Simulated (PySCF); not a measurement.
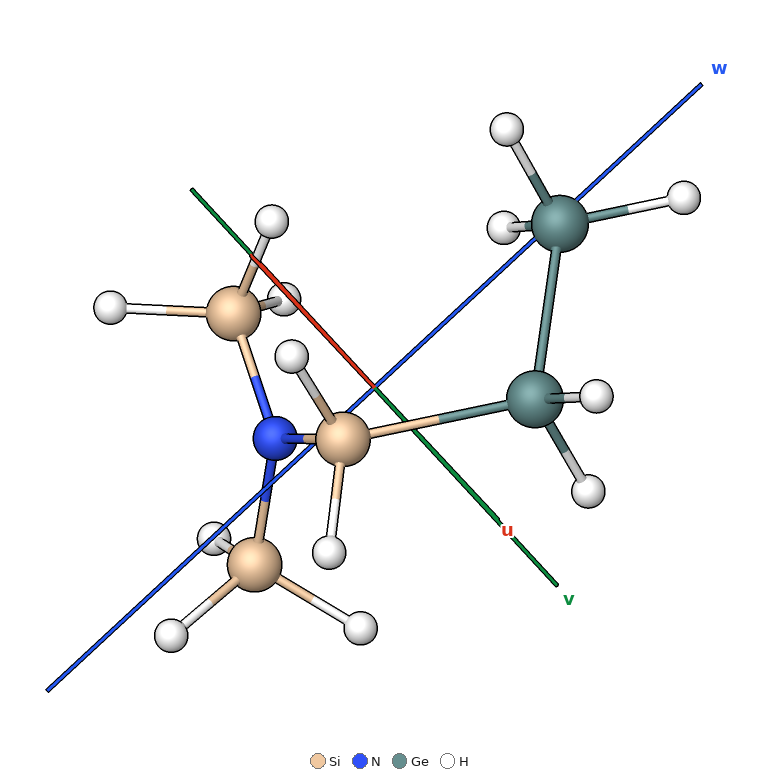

The lines u, v and w are the principal axes of the static dipole polarisability. The geometry was computed by an optimisation with PBE0-D3(BJ)/def2-SVP. No frequency run is at hand to confirm it as a minimum. Computed with CAM-B3LYP/def2-SVPD (PySCF 2.14.0).

> Along which axis is the molecule most polarisable, and along which least?

Most along w, least along u.

> Give the three principal values.

u 134.3, v 154.9, w 176.4 bohr³; mean 155.2, anisotropy 36.4 bohr³.
